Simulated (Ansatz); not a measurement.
**Run report: CH4ClSi (charge −1), molecular dynamics (part 1 of 2)**

- system: CH4ClSi, charge −1
- method: RKS CAM-B3LYP-D4/def2-SVP (Ansatz 0.2.0)

Figures and captions count atoms from 1; the log counts them from 0 in places.

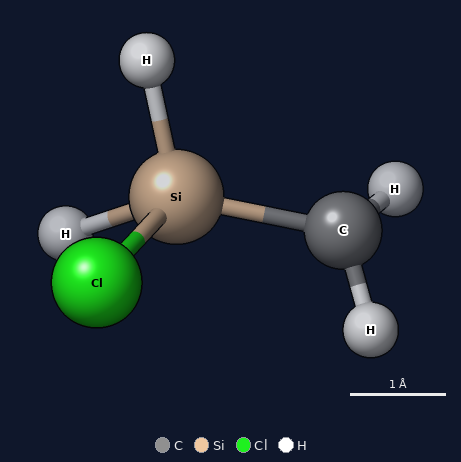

Fig. 1: The structure as given in the input (ball-and-stick view, seen at a tilt). Bond lengths as drawn: Cl–Si 2.16 Å, C–H 1.09 to 1.10 Å, C–Si 1.79 Å and H–Si 1.49 to 1.51 Å.

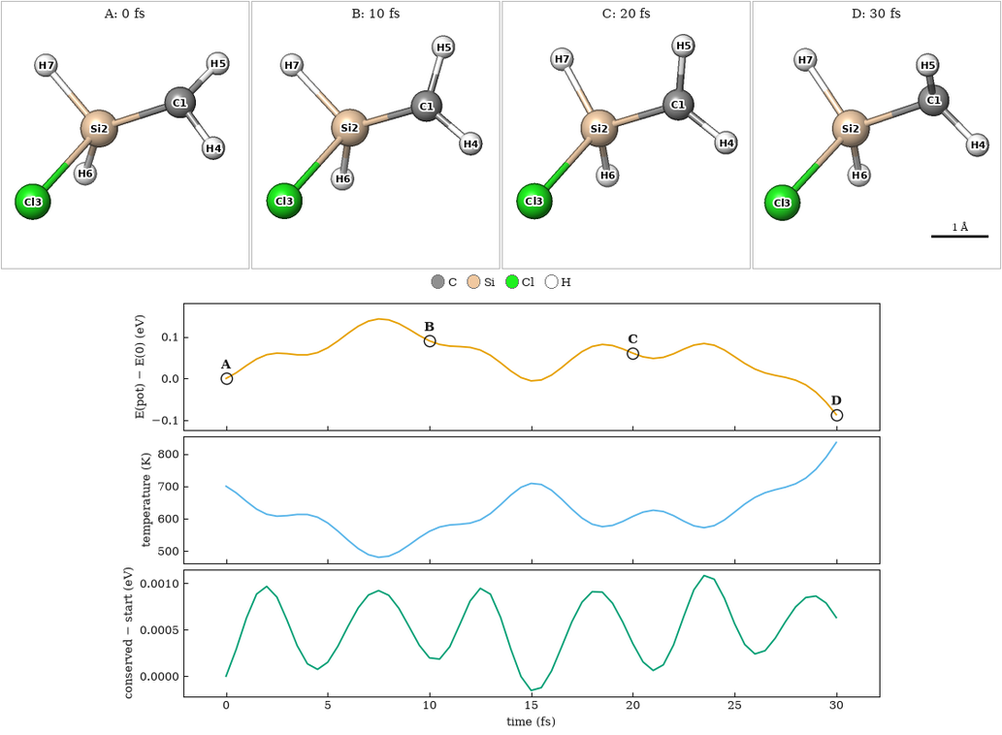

Fig. 2: Frames of the molecular dynamics (ball-and-stick, seen at a tilt) above the curves, on which the letters mark them. The trajectory kept here has 61 frames over 30 fs. The temperature starts at 700 K, ranges from 480 to 835 K and averages 649 K over the second half. The potential energy ends 0.087 eV below its first value. The conserved quantity stays within 0.0012 eV. After an unweighted best fit of the last frame on the first, the root-mean-square displacement is 0.56 Å, and H5 has moved furthest (1.09 Å).

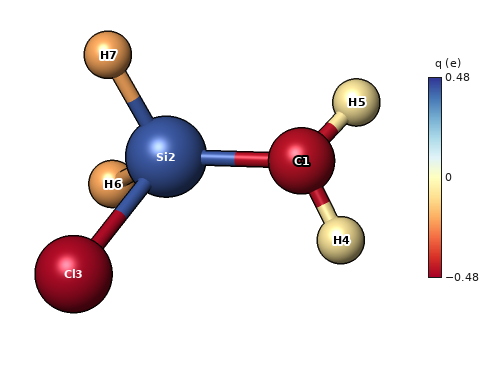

Fig. 3: Mulliken charges, as the colour of each atom (ball-and-stick view, seen at a tilt; atoms are numbered from 1 in the order of the input). By element: C −0.44, Si +0.42, Cl −0.46 and H −0.20 to −0.07 e.

These pictures come from the run below.

**Input file**
```yaml
crystal:
  periodic: [false, false, false]
  atoms:
    - {symbol: C, position_ang: [-0.828490, 0.030210, -0.897910]}
    - {symbol: Si, position_ang: [0.430030, 0.152480, 0.368980]}
    - {symbol: Cl, position_ang: [1.188770, -1.845060, 0.692240]}
    - {symbol: H, position_ang: [-1.627520, -0.697450, -0.729670]}
    - {symbol: H, position_ang: [-1.272570, 0.992300, -1.177620]}
    - {symbol: H, position_ang: [0.449660, 0.512950, 1.835940]}
    - {symbol: H, position_ang: [1.660130, 0.854570, -0.091960]}
basis:
  gaussian: {orbitals: def2-SVP}
total_charge: -1
hamiltonian: {xc: {name: CAM-B3LYP}, dispersion: d4}
md: {n_steps: 60, timestep: 0.5, temperature: 700, ensemble: nve, seed: 897, initial_velocities: maxwell_boltzmann}
```

Run as:
```bash
ansatz run in.yaml --threads 2 --pin off --events-out ev --progress --plain --max-ram 3481MiB
```

**Log**
```
Functional definition: CAM-B3LYP
  name "CAM-B3LYP"
  cite "Yanai, Tew & Handy, Chem. Phys. Lett. 393, 51 (2004) doi:10.1016/j.cplett.2004.06.011"
  cite "Iikura, Tsuneda, Yanai & Hirao, J. Chem. Phys. 115, 3540 (2001) doi:10.1063/1.1383587"
  cite "Becke, Phys. Rev. A 38, 3098 (1988) doi:10.1103/PhysRevA.38.3098"
  cite "Lee, Yang & Parr, Phys. Rev. B 37, 785 (1988) doi:10.1103/PhysRevB.37.785"
  cite "Vosko, Wilk & Nusair, Can. J. Phys. 58, 1200 (1980) doi:10.1139/p80-159"
  parameter alpha = 0.19
  parameter beta = 0.46
  parameter omega = 0.33/bohr
  parameter ac = 0.81
  # Exact exchange under (alpha + beta erf(omega r))/r, Becke's under what is left of 1/r.
  exchange = (1 - alpha - beta)*b88_x + beta*b88_x_sr(omega) + alpha*exact_x + beta*exact_x_lr(omega)
  correlation = (1 - ac)*vwn5_c + ac*lyp_c
731 factors; integrals over basis functions are off by at most 5.7e-4 eV
271 factors; integrals over basis functions are off by at most 8.2e-7 eV
mean field evaluation 1: about -21492.2614 eV, gradient 3.4e1 eV
mean field evaluation 2: about -21490.9379 eV, gradient 4.0e1 eV
mean field evaluation 4: about -21495.4112 eV, gradient 7.0e-1 eV
mean field evaluation 8: about -21495.4157 eV, gradient 5.6e-3 eV
mean field -21495.41565947 eV, -789.9419553697 hartree, gradient 2.9e-5 eV, S^2 0.000000; 0 other end points of the search recorded, 0 dependent functions left out
the calculation of the forces begins
reference -21495.41577481 eV, -789.9419596083 hartree; 21, 21 occupied and 49, 49 virtual orbitals, 731 factors
md step     0: t =     0.00 fs  T =   700.0 K  F+E_penalty+E_count = -21495.55957641 eV  E_kin = 0.452410 eV  conserved = -21495.10716641 eV  (25 SCF iters)
these checks for a lower state are left out or cut short: starts, cluster_reference, orbital_swaps, neighbouring_geometries, increment
731 factors; integrals over basis functions are off by at most 5.7e-4 eV
271 factors; integrals over basis functions are off by at most 8.3e-7 eV
mean field evaluation 16: about -21495.3962 eV, gradient 9.7e-1 eV
mean field -21495.40198026 eV, -789.9414526678 hartree, gradient 5.1e-5 eV, S^2 0.000000; 0 other end points of the search recorded, 0 dependent functions left out
the calculation of the forces begins
reference -21495.40209518 eV, -789.9414568909 hartree; 21, 21 occupied and 49, 49 virtual orbitals, 731 factors
md step     1: t =     0.50 fs  T =   679.4 K  F+E_penalty+E_count = -21495.54598732 eV  E_kin = 0.439111 eV  conserved = -21495.10687598 eV  (28 SCF iters, 3 dispersion substeps)
[... from here on the SCF iterations and repeated set-up lines of each step are left out, up to the last step ...]
md step     2: t =     1.00 fs  T =   653.3 K  F+E_penalty+E_count = -21495.52875798 eV  E_kin = 0.422218 eV  conserved = -21495.10653989 eV  (28 SCF iters, 3 dispersion substeps)
md step     3: t =     1.50 fs  T =   629.3 K  F+E_penalty+E_count = -21495.51296698 eV  E_kin = 0.406686 eV  conserved = -21495.10628098 eV  (28 SCF iters, 3 dispersion substeps)
md step     4: t =     2.00 fs  T =   613.3 K  F+E_penalty+E_count = -21495.50254604 eV  E_kin = 0.396348 eV  conserved = -21495.10619770 eV  (28 SCF iters, 3 dispersion substeps)
md step     5: t =     2.50 fs  T =   607.3 K  F+E_penalty+E_count = -21495.49881424 eV  E_kin = 0.392502 eV  conserved = -21495.10631266 eV  (29 SCF iters, 3 dispersion substeps)
md step     6: t =     3.00 fs  T =   609.0 K  F+E_penalty+E_count = -21495.50013707 eV  E_kin = 0.393574 eV  conserved = -21495.10656263 eV  (28 SCF iters, 3 dispersion substeps)
md step     7: t =     3.50 fs  T =   612.7 K  F+E_penalty+E_count = -21495.50285610 eV  E_kin = 0.396019 eV  conserved = -21495.10683695 eV  (28 SCF iters, 3 dispersion substeps)
md step     8: t =     4.00 fs  T =   612.6 K  F+E_penalty+E_count = -21495.50294634 eV  E_kin = 0.395914 eV  conserved = -21495.10703210 eV  (29 SCF iters, 3 dispersion substeps)
md step     9: t =     4.50 fs  T =   604.2 K  F+E_penalty+E_count = -21495.49758226 eV  E_kin = 0.390490 eV  conserved = -21495.10709200 eV  (29 SCF iters, 3 dispersion substeps)
md step    10: t =     5.00 fs  T =   586.4 K  F+E_penalty+E_count = -21495.48600913 eV  E_kin = 0.378994 eV  conserved = -21495.10701545 eV  (28 SCF iters, 3 dispersion substeps)
md step    11: t =     5.50 fs  T =   561.3 K  F+E_penalty+E_count = -21495.46957772 eV  E_kin = 0.362736 eV  conserved = -21495.10684154 eV  (28 SCF iters, 3 dispersion substeps)
md step    12: t =     6.00 fs  T =   533.1 K  F+E_penalty+E_count = -21495.45115055 eV  E_kin = 0.344523 eV  conserved = -21495.10662720 eV  (28 SCF iters, 3 dispersion substeps)
md step    13: t =     6.50 fs  T =   507.2 K  F+E_penalty+E_count = -21495.43421402 eV  E_kin = 0.327785 eV  conserved = -21495.10642892 eV  (28 SCF iters, 3 dispersion substeps)
md step    14: t =     7.00 fs  T =   488.5 K  F+E_penalty+E_count = -21495.42198086 eV  E_kin = 0.315690 eV  conserved = -21495.10629098 eV  (28 SCF iters, 3 dispersion substeps)
md step    15: t =     7.50 fs  T =   480.3 K  F+E_penalty+E_count = -21495.41666489 eV  E_kin = 0.310422 eV  conserved = -21495.10624271 eV  (27 SCF iters, 3 dispersion substeps)
md step    16: t =     8.00 fs  T =   483.9 K  F+E_penalty+E_count = -21495.41901248 eV  E_kin = 0.312718 eV  conserved = -21495.10629419 eV  (27 SCF iters, 3 dispersion substeps)
md step    17: t =     8.50 fs  T =   497.8 K  F+E_penalty+E_count = -21495.42814482 eV  E_kin = 0.321710 eV  conserved = -21495.10643507 eV  (26 SCF iters, 3 dispersion substeps)
md step    18: t =     9.00 fs  T =   518.5 K  F+E_penalty+E_count = -21495.44174017 eV  E_kin = 0.335108 eV  conserved = -21495.10663234 eV  (28 SCF iters, 3 dispersion substeps)
md step    19: t =     9.50 fs  T =   541.1 K  F+E_penalty+E_count = -21495.45657584 eV  E_kin = 0.349744 eV  conserved = -21495.10683214 eV  (27 SCF iters, 3 dispersion substeps)
md step    20: t =    10.00 fs  T =   560.8 K  F+E_penalty+E_count = -21495.46939275 eV  E_kin = 0.362425 eV  conserved = -21495.10696807 eV  (28 SCF iters, 3 dispersion substeps)
md step    21: t =    10.50 fs  T =   574.0 K  F+E_penalty+E_count = -21495.47793497 eV  E_kin = 0.370954 eV  conserved = -21495.10698101 eV  (27 SCF iters, 3 dispersion substeps)
md step    22: t =    11.00 fs  T =   580.2 K  F+E_penalty+E_count = -21495.48185171 eV  E_kin = 0.375004 eV  conserved = -21495.10684766 eV  (27 SCF iters, 3 dispersion substeps)
md step    23: t =    11.50 fs  T =   582.4 K  F+E_penalty+E_count = -21495.48302830 eV  E_kin = 0.376423 eV  conserved = -21495.10660534 eV  (27 SCF iters, 3 dispersion substeps)
md step    24: t =    12.00 fs  T =   585.8 K  F+E_penalty+E_count = -21495.48498552 eV  E_kin = 0.378631 eV  conserved = -21495.10635451 eV  (27 SCF iters, 3 dispersion substeps)
md step    25: t =    12.50 fs  T =   595.9 K  F+E_penalty+E_count = -21495.49135927 eV  E_kin = 0.385140 eV  conserved = -21495.10621911 eV  (26 SCF iters, 3 dispersion substeps)
md step    26: t =    13.00 fs  T =   615.5 K  F+E_penalty+E_count = -21495.50405667 eV  E_kin = 0.397775 eV  conserved = -21495.10628198 eV  (26 SCF iters, 3 dispersion substeps)
md step    27: t =    13.50 fs  T =   642.9 K  F+E_penalty+E_count = -21495.52204854 eV  E_kin = 0.415516 eV  conserved = -21495.10653267 eV  (26 SCF iters, 3 dispersion substeps)
md step    28: t =    14.00 fs  T =   672.5 K  F+E_penalty+E_count = -21495.54153533 eV  E_kin = 0.434662 eV  conserved = -21495.10687323 eV  (26 SCF iters, 3 dispersion substeps)
md step    29: t =    14.50 fs  T =   696.7 K  F+E_penalty+E_count = -21495.55742623 eV  E_kin = 0.450257 eV  conserved = -21495.10716922 eV  (26 SCF iters, 3 dispersion substeps)
md step    30: t =    15.00 fs  T =   708.7 K  F+E_penalty+E_count = -21495.56534313 eV  E_kin = 0.458024 eV  conserved = -21495.10731925 eV  (27 SCF iters, 3 dispersion substeps)
md step    31: t =    15.50 fs  T =   705.4 K  F+E_penalty+E_count = -21495.56316048 eV  E_kin = 0.455871 eV  conserved = -21495.10728920 eV  (27 SCF iters, 3 dispersion substeps)
md step    32: t =    16.00 fs  T =   687.6 K  F+E_penalty+E_count = -21495.55153555 eV  E_kin = 0.444425 eV  conserved = -21495.10711028 eV  (27 SCF iters, 3 dispersion substeps)
md step    33: t =    16.50 fs  T =   660.1 K  F+E_penalty+E_count = -21495.53345398 eV  E_kin = 0.426605 eV  conserved = -21495.10684908 eV  (26 SCF iters, 3 dispersion substeps)
md step    34: t =    17.00 fs  T =   629.1 K  F+E_penalty+E_count = -21495.51319347 eV  E_kin = 0.406613 eV  conserved = -21495.10658044 eV  (26 SCF iters, 3 dispersion substeps)
md step    35: t =    17.50 fs  T =   601.5 K  F+E_penalty+E_count = -21495.49513867 eV  E_kin = 0.388771 eV  conserved = -21495.10636799 eV  (26 SCF iters, 3 dispersion substeps)
md step    36: t =    18.00 fs  T =   582.6 K  F+E_penalty+E_count = -21495.48275843 eV  E_kin = 0.376504 eV  conserved = -21495.10625478 eV  (27 SCF iters, 3 dispersion substeps)
md step    37: t =    18.50 fs  T =   575.0 K  F+E_penalty+E_count = -21495.47790547 eV  E_kin = 0.371645 eV  conserved = -21495.10626049 eV  (26 SCF iters, 3 dispersion substeps)
md step    38: t =    19.00 fs  T =   578.9 K  F+E_penalty+E_count = -21495.48049828 eV  E_kin = 0.374119 eV  conserved = -21495.10637896 eV  (27 SCF iters, 3 dispersion substeps)
md step    39: t =    19.50 fs  T =   591.1 K  F+E_penalty+E_count = -21495.48860981 eV  E_kin = 0.382029 eV  conserved = -21495.10658095 eV  (27 SCF iters, 3 dispersion substeps)
md step    40: t =    20.00 fs  T =   606.7 K  F+E_penalty+E_count = -21495.49894861 eV  E_kin = 0.392134 eV  conserved = -21495.10681455 eV  (27 SCF iters, 3 dispersion substeps)
md step    41: t =    20.50 fs  T =   620.0 K  F+E_penalty+E_count = -21495.50769536 eV  E_kin = 0.400684 eV  conserved = -21495.10701183 eV  (27 SCF iters, 3 dispersion substeps)
md step    42: t =    21.00 fs  T =   625.8 K  F+E_penalty+E_count = -21495.51157541 eV  E_kin = 0.404471 eV  conserved = -21495.10710392 eV  (27 SCF iters, 3 dispersion substeps)
md step    43: t =    21.50 fs  T =   621.8 K  F+E_penalty+E_count = -21495.50893270 eV  E_kin = 0.401889 eV  conserved = -21495.10704334 eV  (27 SCF iters, 3 dispersion substeps)
md step    44: t =    22.00 fs  T =   609.0 K  F+E_penalty+E_count = -21495.50045466 eV  E_kin = 0.393626 eV  conserved = -21495.10682902 eV  (27 SCF iters, 3 dispersion substeps)
md step    45: t =    22.50 fs  T =   592.1 K  F+E_penalty+E_count = -21495.48917037 eV  E_kin = 0.382647 eV  conserved = -21495.10652315 eV  (27 SCF iters, 3 dispersion substeps)
md step    46: t =    23.00 fs  T =   577.6 K  F+E_penalty+E_count = -21495.47950985 eV  E_kin = 0.373274 eV  conserved = -21495.10623540 eV  (28 SCF iters, 3 dispersion substeps)
md step    47: t =    23.50 fs  T =   571.8 K  F+E_penalty+E_count = -21495.47564743 eV  E_kin = 0.369566 eV  conserved = -21495.10608116 eV  (27 SCF iters, 3 dispersion substeps)
md step    48: t =    24.00 fs  T =   578.2 K  F+E_penalty+E_count = -21495.47980136 eV  E_kin = 0.373680 eV  conserved = -21495.10612106 eV  (27 SCF iters, 3 dispersion substeps)
md step    49: t =    24.50 fs  T =   595.7 K  F+E_penalty+E_count = -21495.49135267 eV  E_kin = 0.385026 eV  conserved = -21495.10632647 eV  (27 SCF iters, 3 dispersion substeps)
md step    50: t =    25.00 fs  T =   619.9 K  F+E_penalty+E_count = -21495.50726791 eV  E_kin = 0.400669 eV  conserved = -21495.10659892 eV  (26 SCF iters, 3 dispersion substeps)
md step    51: t =    25.50 fs  T =   644.8 K  F+E_penalty+E_count = -21495.52356524 eV  E_kin = 0.416742 eV  conserved = -21495.10682357 eV  (27 SCF iters, 3 dispersion substeps)
md step    52: t =    26.00 fs  T =   665.5 K  F+E_penalty+E_count = -21495.53701978 eV  E_kin = 0.430094 eV  conserved = -21495.10692559 eV  (27 SCF iters, 3 dispersion substeps)
md step    53: t =    26.50 fs  T =   679.9 K  F+E_penalty+E_count = -21495.54629504 eV  E_kin = 0.439404 eV  conserved = -21495.10689105 eV  (27 SCF iters, 3 dispersion substeps)
md step    54: t =    27.00 fs  T =   689.2 K  F+E_penalty+E_count = -21495.55216045 eV  E_kin = 0.445405 eV  conserved = -21495.10675561 eV  (27 SCF iters, 3 dispersion substeps)
md step    55: t =    27.50 fs  T =   696.8 K  F+E_penalty+E_count = -21495.55694668 eV  E_kin = 0.450368 eV  conserved = -21495.10657907 eV  (27 SCF iters, 3 dispersion substeps)
md step    56: t =    28.00 fs  T =   707.4 K  F+E_penalty+E_count = -21495.56362702 eV  E_kin = 0.457208 eV  conserved = -21495.10641868 eV  (27 SCF iters, 3 dispersion substeps)
md step    57: t =    28.50 fs  T =   725.0 K  F+E_penalty+E_count = -21495.57490037 eV  E_kin = 0.468582 eV  conserved = -21495.10631798 eV  (27 SCF iters, 3 dispersion substeps)
md step    58: t =    29.00 fs  T =   752.3 K  F+E_penalty+E_count = -21495.59248492 eV  E_kin = 0.486183 eV  conserved = -21495.10630189 eV  (27 SCF iters, 3 dispersion substeps)
md step    59: t =    29.50 fs  T =   789.6 K  F+E_penalty+E_count = -21495.61670408 eV  E_kin = 0.510327 eV  conserved = -21495.10637695 eV  (27 SCF iters, 3 dispersion substeps)
these checks for a lower state are left out or cut short: starts, cluster_reference, orbital_swaps, neighbouring_geometries, increment
731 factors; integrals over basis functions are off by at most 6.0e-4 eV
271 factors; integrals over basis functions are off by at most 7.4e-7 eV
mean field -21495.50239068 eV, -789.9451426828 hartree, gradient 7.7e-5 eV, S^2 0.000000; 0 other end points of the search recorded, 0 dependent functions left out
the calculation of the forces begins
reference -21495.50250553 eV, -789.9451469032 hartree; 21, 21 occupied and 49, 49 virtual orbitals, 731 factors
731 factors; integrals over basis functions are off by at most 6.0e-4 eV
271 factors; integrals over basis functions are off by at most 7.4e-7 eV
mean field -21495.50239068 eV, -789.9451426828 hartree, gradient 7.7e-5 eV, S^2 0.000000; 1 other end points of the search recorded, 0 dependent functions left out
the calculation of the forces begins
reference -21495.50250553 eV, -789.9451469032 hartree; 21, 21 occupied and 49, 49 virtual orbitals, 731 factors
md step    60: t =    30.00 fs  T =   835.3 K  F+E_penalty+E_count = -21495.64636941 eV  E_kin = 0.539836 eV  conserved = -21495.10653358 eV  (28 SCF iters, 3 dispersion substeps)
Total energy: -21495.64648426 eV, -789.9504380239 hartree
Atom 0 at    -0.875532     0.146796    -0.840975 Å, force    -0.314760    -0.350460    -0.506124 eV/Å
Atom 1 at     0.419007     0.144020     0.381894 Å, force    -1.073162     0.138224    -2.046974 eV/Å
Atom 2 at     1.215164    -1.860906     0.679713 Å, force     0.781431    -0.358407     0.433777 eV/Å
Atom 3 at    -1.847068    -0.350968    -0.552081 Å, force     0.697573     0.327367    -0.131297 eV/Å
Atom 4 at    -0.616777    -0.148050    -1.926383 Å, force    -0.139671     0.538203     1.428647 eV/Å
Atom 5 at     0.071821     0.489529     1.768943 Å, force    -0.139241     0.192797     0.494574 eV/Å
Atom 6 at     1.541153     1.075661    -0.051453 Å, force     0.187831    -0.487724     0.327397 eV/Å
Dipole moment:     0.476059    -0.404239     0.405619 e Å
```
